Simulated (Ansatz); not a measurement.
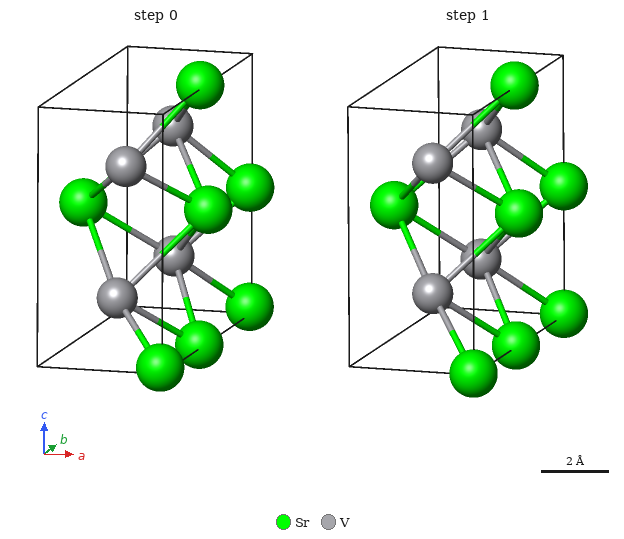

The structure of crystalline SrV (built on the caesium chloride_221 type) (coarse preliminary run) before (left) and after (right) a relaxation, at one scale.

The picture is a ball-and-stick view of the cell of the calculation, seen slightly off an axis.

Level of theory: Ansatz, DFT PBE, scalar-relativistic, plane waves, PAW.

Input file:
```yaml
crystal:
  lattice:
    - [4.0178546027, -0.0476584147, 0.0637544888]
    - [-0.0953168294, 8.037471224, 0.0396748199]
    - [0.1275089776, 0.0396748199, 8.0228219157]
  atoms:
    - { symbol: Sr, position: [0.9838347613, 0.0006106049, 0.024514448], spin: 0.3 }
    - { symbol: Sr, position: [0.9891800093, -0.0057338012, 0.4852371855], spin: 0.3 }
    - { symbol: Sr, position: [0.9499098527, 0.4853060506, -0.0019934519], spin: 0.3 }
    - { symbol: Sr, position: [0.9995146139, 0.5107361537, 0.5134754998], spin: 0.3 }
    - { symbol: V, position: [0.4767390597, 0.2261058966, 0.2250246334], spin: 3.84 }
    - { symbol: V, position: [0.5301072693, 0.2437534643, 0.7293036132], spin: 3.84 }
    - { symbol: V, position: [0.5563732606, 0.7485141604, 0.2674620411], spin: 3.84 }
    - { symbol: V, position: [0.5143411732, 0.7907074707, 0.7569760308], spin: 3.84 }
basis:
  ecutwfc: 420
kpoints:
  mp_grid: { grid: [6, 4, 4] }
hamiltonian:
  xc: pbe
scf:
  occupations: { method: gaussian, width: 0.1 }
output:
  forces: true
  stress: true
  eigenvalues: true
  populations: true
magnetization:
  spin_polarized: true
relax:
  adjacent_minimum: "off"
  f_tol: 0.015
  max_steps: 120
  cell: { stress_tol: 0.15 }
```

Run as
```bash
ansatz run input.yaml --threads 1 --pin off --max-ram 2560MiB --backend cpu --events-out ev --progress --plain --runs-dir out
```

Question: Summarise the run.

Answer: The run was cut off at its time limit before the relaxation converged, so the last structure is only a point on the way. V5 moves most relative to the cell: 0.19 Å along [1 1 1]. By element the largest moves are V 0.19 Å, Sr 0.16 Å. Cell: a 4.019 → 4.008 Å (−0.3 %), b 8.038 → 8.004 Å (−0.4 %), c 8.024 → 8.034 Å (+0.1 %), α 89.4° → 89.7°, β 88.2° → 89.1°, γ 91.4° → 90.8°. Volume −0.5 %. Some distances before and after: Sr4–V5 3.897 → 3.614 Å, Sr3–V7 3.908 → 3.631 Å, Sr1–V5 3.144 → 3.382 Å, Sr1–V6 3.692 → 3.462 Å. The space group stays P1 (No. 1). After 1 geometry step the energy has fallen by 0.558 eV per cell of the calculation. Largest force component: 0.87 eV/Å at the start, 0.3 eV/Å at the end. Pressure: 0.30 GPa at the start and −0.16 GPa at the end. The run took 14 min on 1 thread of Intel(R) Xeon(R) Platinum 8259CL CPU @ 2.50GHz (Skylake/Cascade Lake) (shared host), peak memory 1.4 GiB.
